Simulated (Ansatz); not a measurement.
How far to go with the k-point mesh at a smearing width of 0.02 eV: Sb (Pm-3m, 1 atom in the cell)

```
Sb
1.0
    3.07409     0.00000     0.00000
    0.00000     3.07409     0.00000
    0.00000     0.00000     3.07409
Sb
1
Direct
  0.00000   0.00000   0.00000
```

Method: PBEsol, default PAW files made with PBE (plane waves; Ansatz, an electronic-structure program).

Base settings: basis.ecutwfc = 420 eV; kpoints.mp_grid.grid = 11 11 11; hamiltonian.xc = pbesol; hamiltonian.pseudopotentials = {kind: paw} (the program's default PAW files); scf.occupations.method = gaussian; scf.occupations.width = 0.1 eV.

In this ladder: scf.occupations.width = 0.02 eV.

Only quantities that move along the ladder and can be compared are tabulated.

The count of work is k-points × plane waves × bands × iterations; it is no time. 

The starting cell comes from a database of computed structures (which also holds hypothetical and non-ambient phases and stackings), without a prior relaxation at this level. Its lattice was rescaled by up to half a per cent. Ansatz's pressure includes its estimate of the finite-basis (Pulay) stress.

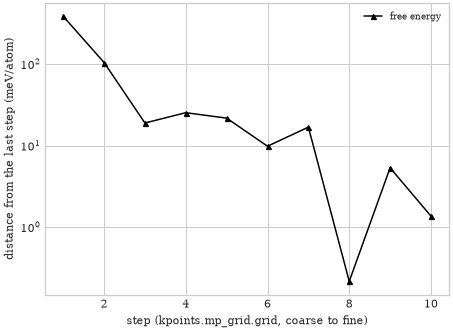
*Distance from the last step along the ladder; very small values are drawn at a floor.*

| kpoints.mp_grid.grid | free energy less the last step's (meV/atom) | pressure (GPa) | count of work / last |
|---|---|---|---|
| 4 4 4 | 384.61 | -1.68 | 0.019 |
| 5 5 5 | 104.33 | -0.47 | 0.019 |
| 6 6 6 | -18.88 | -1.08 | 0.038 |
| 7 7 7 | -25.28 | -0.77 | 0.038 |
| 8 8 8 | 21.67 | -0.36 | 0.066 |
| 10 10 10 | -9.80 | -0.94 | 0.11 |
| 12 12 12 | 16.81 | -0.61 | 0.18 |
| 14 14 14 | 0.22 | -0.80 | 0.23 |
| 17 17 17 | 5.33 | -0.85 | 0.36 |
| 21 21 21 | -1.36 | -0.91 | 0.63 |
| 25 25 25 | 0.00 | -0.71 | 1.0 |

Coarsest kpoints.mp_grid.grid that holds the pressure within 0.5 GPa of the last step, with all finer ones: 5 5 5, at 0.019 of the last step's count of work; the step before is off by 0.97 GPa.

Coarsest kpoints.mp_grid.grid that holds the free energy within 2 meV/atom: not settled: the last two steps still differ by 1.4 meV/atom, over half the tolerance, so the ladder does not show it.

Keys are those of Ansatz 0.2.
